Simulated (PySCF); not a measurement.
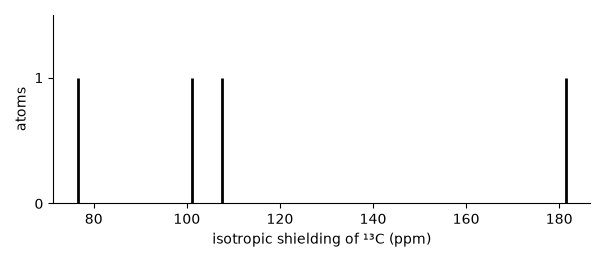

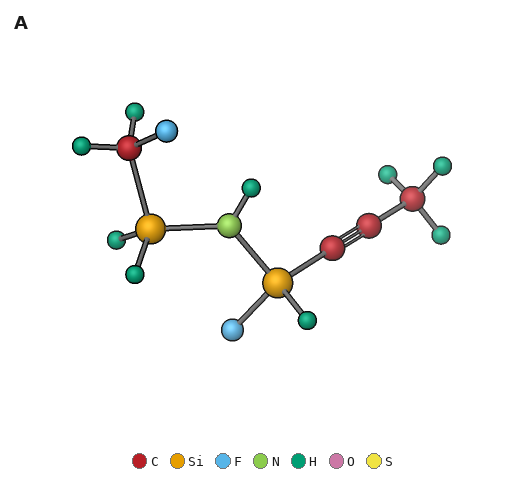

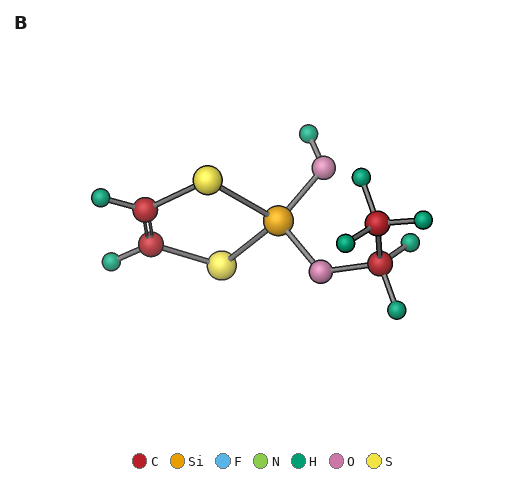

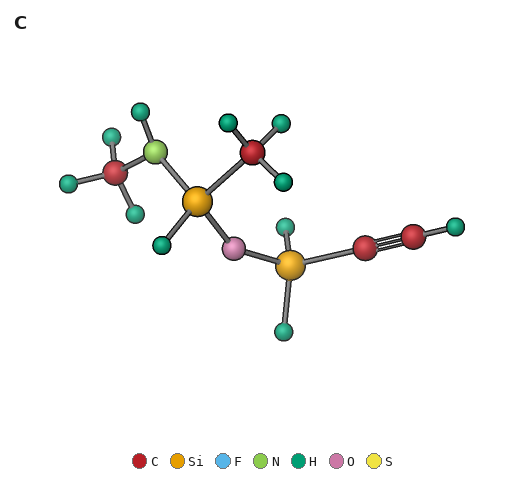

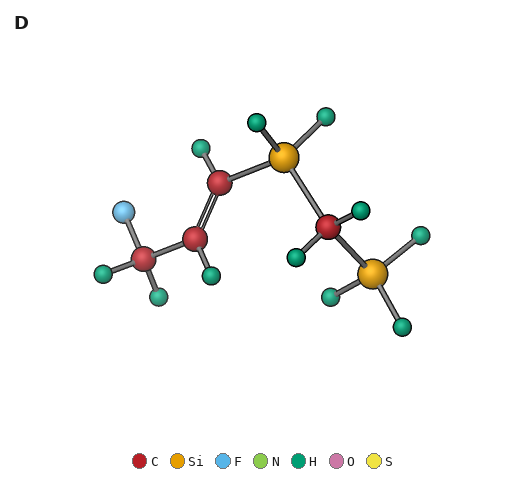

The sticks are computed shieldings of one of the molecules, for one fixed geometry (GFN2-xTB) without averaging over rotations. Low shielding means a high chemical shift. Method: GIAO PBE0/pcSseg-1 NMR shielding, non-relativistic, gas phase (PySCF 2.14.0).

Match the spectrum to a structure.

A, `CC#C[Si@H](F)N[SiH2]CF`. Its 4 C atoms give lines at 76.5, 101.1, 107.5, 181.4 ppm.

The geometry is semi-empirical. Around Si such bond lengths and angles can be off by a tenth of an ångström or more and by several degrees, and values that hang on the shape move with them.
